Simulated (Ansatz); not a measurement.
**One shape, several levels: NH2 (SMILES [NH2])**

Aim: a comparison of 6 runs (U-wB97X/3-21G, USVWN5/3-21G, U-wB97M-V/6-31G*, UBHLYP/6-31G*, RPA@PBE/6-31G*, UCCSDT/3-21G) of NH2. 

Program for the calculation: Ansatz 0.2.0.

48 further runs of the same task are left out: 48 set aside as unsound or not needed.

### Step 1. The structure to begin with

The species is NH2 (3 atoms), meant as a doublet with charge 0. SMILES: `[NH2]`. The H2–N1 distance was set to 1.521 Å, away from the relaxed value. At this shape a bond of the SMILES string is far longer than usual.

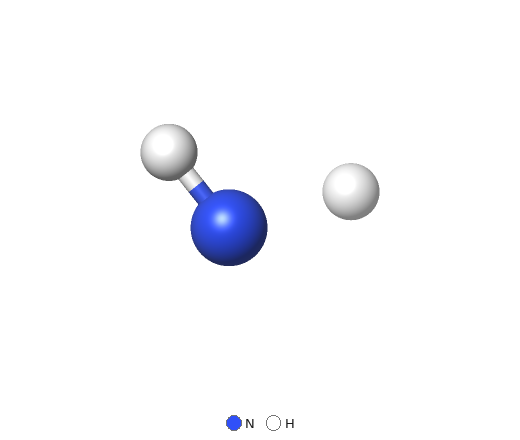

The structure, seen from a chosen angle (nitrogen blue, hydrogen white).

### Step 2. The energy at U-wB97X/3-21G (run 1)

job.yaml reads:

```yaml
crystal:
  periodic: [false, false, false]
  atoms:
    - {symbol: N, position_ang: [0.382979, -0.683440, 0.139765]}
    - {symbol: H, position_ang: [0.155580, 0.820260, 0.174790]}
    - {symbol: H, position_ang: [-0.386961, -1.139270, -0.337895]}
basis:
  gaussian:
    orbitals: 3-21G.json
magnetization:
  spin_polarized: true
  initial_magnetization: 1
hamiltonian:
  xc: {name: wB97X}
accuracy: high
```

The basis set 3-21G is read from a file made from the Basis Set Exchange's data (not shown).

Command:

```
$ ansatz run job.yaml --threads 1 --pin off --max-ram 2610MiB --events-out events.jsonl --progress --plain --runs-dir runs
```

Log:

```text
Warning: RAYON_NUM_THREADS=1 ignored (pool sized by the plan → 1); use --threads N
Functional definition: wB97X
  name "wB97X"
  parameter omega = 0.3/bohr
  parameter cx = 0.157706
  parameter cx1 = 0.726479
  parameter cx2 = 1.04760
  parameter cx3 = -5.70635
  parameter cx4 = 13.2794
  parameter css1 = -4.33879
  parameter css2 = 18.2308
  parameter css3 = -31.7430
  parameter css4 = 17.2901
  parameter cos1 = 2.37031
  parameter cos2 = -11.3995
  parameter cos3 = 6.58405
  parameter cos4 = -3.78132
  exchange = spin_sum(e_x_unif_sr(omega)*poly(b97_u_x, 1 - cx, cx1, cx2, cx3, cx4)) + cx*exact_x_sr(omega)
      + exact_x_lr(omega)
  correlation = spin_sum(e_c_pw_same_spin*poly(b97_u_same, 1, css1, css2, css3, css4))
      + integral(e_c_pw_opposite_spin*poly(b97_u_opposite, 1, cos1, cos2, cos3, cos4))
248 factors; integrals over basis functions are off by at most 7.4e-9 eV
98 factors; integrals over basis functions are off by at most 1.7e-9 eV
mean field evaluation 1: about -1508.3067 eV, gradient 1.4e1 eV
mean field evaluation 2: about -1508.7312 eV, gradient 1.2e1 eV
mean field evaluation 4: about -1509.3241 eV, gradient 3.1e-1 eV
mean field evaluation 8: about -1509.3256 eV, gradient 3.7e-2 eV
mean field evaluation 16: about -1509.3258 eV, gradient 2.5e-5 eV
mean field -1509.32576060 eV, -55.4666986445 hartree, gradient 3.5e-8 eV, S^2 0.773857; 0 other end points of the search recorded, 0 dependent functions left out
reference -1509.32575959 eV, -55.4666986071 hartree; 5, 4 occupied and 8, 9 virtual orbitals, 248 factors
Total energy: -1509.32575959 eV, -55.4666986071 hartree
```

Run time: 3.3 s. Hardware: 1 thread of Arm Neoverse V1, shared host; peak memory 0.2 GiB.

### Step 3. The energy at USVWN5/3-21G (run 2)

job.yaml reads:

```yaml
basis:
  gaussian:
    orbitals: 3-21G.json
crystal:
  periodic: [false, false, false]
  atoms:
    - {symbol: N, position_ang: [0.382979, -0.683440, 0.139765]}
    - {symbol: H, position_ang: [0.155580, 0.820260, 0.174790]}
    - {symbol: H, position_ang: [-0.386961, -1.139270, -0.337895]}
hamiltonian:
  xc: {name: SVWN5}
magnetization:
  spin_polarized: true
  initial_magnetization: 1
accuracy: high
```

The basis set 3-21G is read from a file made from the Basis Set Exchange's data (not shown).

Command:

```
$ ansatz run job.yaml --threads 1 --pin off --max-ram 2610MiB --events-out events.jsonl --progress --plain --runs-dir runs
```

Log:

```text
Warning: RAYON_NUM_THREADS=1 ignored (pool sized by the plan → 1); use --threads N
Functional definition: SVWN5
  name "SVWN5"
  exchange = slater_x
  correlation = vwn5_c
248 factors; integrals over basis functions are off by at most 7.4e-9 eV
mean field evaluation 1: about -1494.2766 eV, gradient 2.3e1 eV
mean field evaluation 2: about -1485.0626 eV, gradient 4.1e1 eV
mean field evaluation 4: about -1496.8359 eV, gradient 2.2e0 eV
mean field evaluation 8: about -1496.8743 eV, gradient 5.3e-2 eV
mean field evaluation 16: about -1496.8744 eV, gradient 3.2e-6 eV
mean field -1496.87443688 eV, -55.0091209372 hartree, gradient 3.3e-8 eV, S^2 0.763130; 0 other end points of the search recorded, 0 dependent functions left out
reference -1496.87443804 eV, -55.0091209799 hartree; 5, 4 occupied and 8, 9 virtual orbitals, 248 factors
Total energy: -1496.87443804 eV, -55.0091209799 hartree
```

Run time: 0.42 s. Hardware: 1 thread of Arm Neoverse V1, shared host.

Runs 3 to 5 aren't shown in full; the table further down has their settings and results.

### Step 4. The energy at UCCSDT/3-21G (run 6)

in.yaml reads:

```yaml
crystal:
  periodic: [false, false, false]
  atoms:
    - {symbol: "N", position_ang: [0.382979, -0.683440, 0.139765]}
    - {symbol: H, position_ang: [0.155580, 0.820260, 0.174790]}
    - {symbol: H, position_ang: [-0.386961, -1.139270, -0.337895]}
basis:
  gaussian:
    orbitals: 3-21G.json
magnetization:
  spin_polarized: true
  initial_magnetization: 1
correlation:
  method: ccsdt
  frozen_orbitals: {H: 0, "N": 1}
accuracy: high
scf:
  omitted_lower_state_checks: [cluster_reference, increment]
```

The basis set 3-21G is read from a file made from the Basis Set Exchange's data (not shown).

Command:

```
$ ansatz run in.yaml --threads 1 --pin off --max-ram 2610MiB --events-out events.jsonl --progress --plain --runs-dir runs
```

Log:

```text
Warning: RAYON_NUM_THREADS=1 ignored (pool sized by the plan → 1); use --threads N
[... 13 lines left out ...]
1 core orbitals not correlated: weight in the atoms' cores, before any rotation towards them, 1.000 or more for the frozen orbitals, at most 0.000 for the correlated occupied ones
[... 37 lines left out ...]
Total energy: -1504.40731843 eV, -55.2859492282 hartree
Checks for a lower state left out: cluster_reference, increment
```

It took 0.99 s on 1 thread of Arm Neoverse V1, shared host.

### Step 5. The series

```
run                                   level  frozen core orbitals  energy (Eh)   ⟨S²⟩  wall time
  1                           U-wB97X/3-21G                     –   -55.466699  0.774      3.3 s
  2                            USVWN5/3-21G                     –   -55.009121  0.763     0.42 s
  3  U-wB97M-V/6-31G* (spherical functions)                     –   -55.761156  0.775      7.5 s
  4     UBHLYP/6-31G* (spherical functions)                     –   -55.757421  0.813     0.85 s
  5    RPA@PBE/6-31G* (spherical functions)                     1   -55.715181  0.761     0.85 s
  6                            UCCSDT/3-21G                     1   -55.285949  1.153     0.99 s
```

### Step 6. What came out

```
                                         quantity         value
                              run 6: total energy  -55.28595 Eh
run 6: correlation energy (1 core orbital frozen)    -109.1 mEh
         run 6: ⟨S²⟩ of the reference determinant         1.153
                             run 6: T1 diagnostic         0.082
```

In words: Totals of different functionals can't be ranked against each other. Spin contamination of the reference: run 6 ⟨S²⟩ = 1.15. All runs together took 14 s, the longest 7.5 s.
